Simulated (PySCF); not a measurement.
Be(OMe)(OSiH3), SMILES C[O][Be][O][SiH3] at its B3LYP/def2-SVP optimised geometry (Å):

```
11

Be    -0.2253     0.2170     0.0279
O     -0.7487     1.5030     0.0533
C     -1.2891     2.7716     0.0940
H     -2.3811     2.7390     0.2673
H     -0.8400     3.3743     0.9055
H     -1.1180     3.3116    -0.8561
O      0.3113    -1.0965     0.0000
Si     0.8876    -2.6376     0.0000
H      2.3811    -2.6376     0.0000
H      0.4161    -3.3734    -1.2113
H      0.4165    -3.3743     1.2112
```

Method: B3LYP/def2-TZVP in PySCF. Cells within 0.4 Å of a nucleus heavier than hydrogen are left out (blank, or x).

Map of the log10 of the electron density (e/bohr³), floored at −4 on the plane z = 0.0 Å:

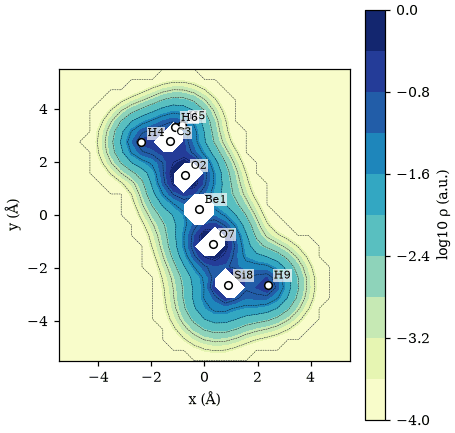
Figure: Log10 of the electron density (e/bohr³), floored at −4 on the plane z = 0.0 Å.
